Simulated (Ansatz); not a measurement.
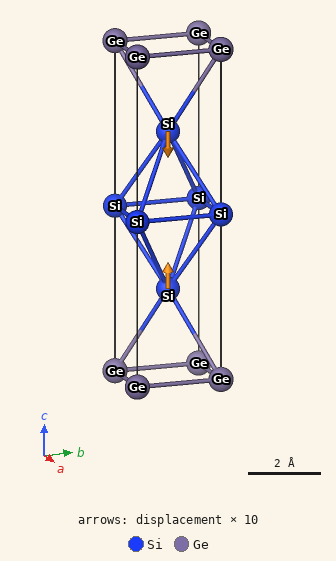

This is a relaxation of crystalline Si₃Ge (a generated structure, set up in Cmmm). The starting structure is drawn; orange arrows show the displacements (the part carried along by the change of the cell is left out), magnified 10 times.

A ball-and-stick model of the cell of the calculation, seen slightly off an axis.

Method: DFT PBE, scalar-relativistic, plane waves, PAW in Ansatz.

Input
```yaml
crystal:
  lattice:
    - [1.6297762027, -2.0589033076, 0.0]
    - [1.6297762027, 2.0589033076, 0.0]
    - [0.0, 0.0, 9.3864402635]
  atoms:
    - { symbol: Si, position: [0.5, 0.5, 0.7383507306] }
    - { symbol: Si, position: [0.0, 0.0, 0.5] }
    - { symbol: Si, position: [0.5, 0.5, 0.2616492694] }
    - { symbol: Ge, position: [0.0, 0.0, 0.0] }
basis:
  ecutwfc: 420
kpoints:
  mp_grid: { grid: [18, 18, 6] }
hamiltonian:
  xc: pbe
scf:
  occupations: { method: gaussian, width: 0.1 }
output:
  forces: true
  stress: true
  eigenvalues: true
  write_density: true
  write_potential: true
  elf: true
  volumetric_format: npy
relax:
  adjacent_minimum: "off"
  f_tol: 0.01
  max_steps: 80
  cell: { stress_tol: 0.05 }
```

Run as
```bash
ansatz run input.yaml --threads 1 --pin off --max-ram 2560MiB --backend cpu --events-out ev --progress --plain --runs-dir out
```

Atoms of which element are displaced furthest, and by how much?

Silicon: up to 0.076 Å, against 0.000 Å for germanium.

Describe the change and its energy.

The energy falls by 16.7 meV per atom in 12 accepted moves (16 points after the start). The largest force component goes from 0.2 to 0.00015 eV/Å. The pressure goes from 1.31 to −0.01 GPa. The line search rejected the trial steps at points 8, 10 of the run. At 2 points the geometry stayed and the basis and grid were re-selected for the new cell (energy shift of 0.4 meV per atom at most each time). The largest moves relative to the cell, 0.076 Å, are those of Si1 and Si3. Si3 goes along +c. Ge stays in place. The drawn cell changes as follows: a = b 2.626 → 2.777 Å (+5.8 %), c 9.386 → 8.532 Å (−9.1 %), γ 103.3° → 104.7°; the volume changes by +1.1 %. Among the contacts that change: Si1–Si2 2.768 → 2.590 Å, Si1–Si1 2.626 → 2.777 Å, Ge4–Ge4 2.626 → 2.777 Å, Si1–Si2 (another image) 3.040 → 2.944 Å. Bond angles that change, for instance: Si2–Si1–Si2 72.1° → 81.8°, Si1–Si1–Si2 68.6° → 66.4°, Si1–Si1–Si2 111.4° → 113.6°. The space group stays Cmmm (No. 65).
